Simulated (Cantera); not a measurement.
Feed: 1 mol Si, 1.1 mol HBr, 3.8 mol N2, at 0.0233 Torr.

Equilibrium computed with Cantera from the NASA thermochemical tables; the gas is ideal and each condensed phase is pure. Candidate condensed phases: Br2, Si, Si3N4; 28 gas species. N2 is the only nitrogen source here; it is nearly inert below about 1500 K, so the nitride shown seldom forms there in practice. The tables' values for SiBr, SiBr3, SiN are old estimates; treat these amounts as uncertain. Rates play no part.

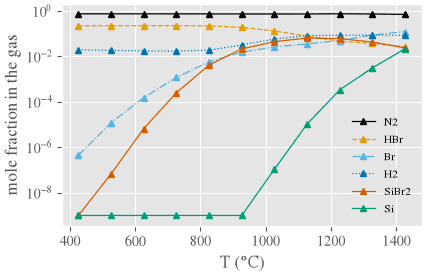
Figure: Equilibrium gas composition (values under 1e-9 drawn at 1e-9)

Task: Read off the mole fractions at 1127 °C.

Result: N2 about 0.74, H2 about 0.083, HBr about 0.078, SiBr2 about 0.065, Br about 0.036, Si about 1.1e-5.
